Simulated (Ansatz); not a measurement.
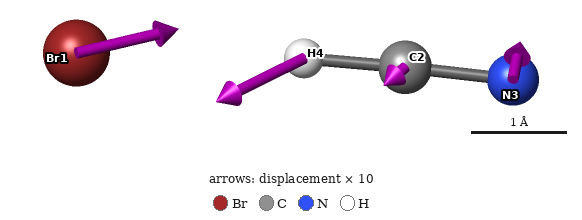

A relaxation of CHBrN (charge −1) (coarse preliminary run). The starting structure is drawn; purple arrows show the displacements, 10 times their true length. The two geometries are superimposed by the best rigid fit.

The picture is a ball-and-stick view, seen from a free direction.

Method: RKS PBE-D4/def2-SVPD in Ansatz 0.2.0. Set-up: force threshold 0.03 eV/Å; at most 250 steps.

Q: Describe the change and its energy.

A: The energy falls by 10.5 kJ/mol in 5 geometry steps. The largest force component goes from 2.4 to 0.001 eV/Å. The atom that moves furthest after the best rigid fit is H4 (0.12 Å). By element the largest moves are H 0.12 Å, Br 0.12 Å, N 0.06 Å, C 0.03 Å. Near-neighbour distances that change, for instance: Br1–H4 2.405 → 2.200 Å, C2–H4 1.070 → 1.139 Å, C2–N3 1.143 → 1.170 Å. The run took 7 s on 2 threads of Arm Neoverse V2 (shared host).

Limits of the set-up: the start holds two separate molecules, 2.4 Å apart at their closest, whose relative position is a soft coordinate.
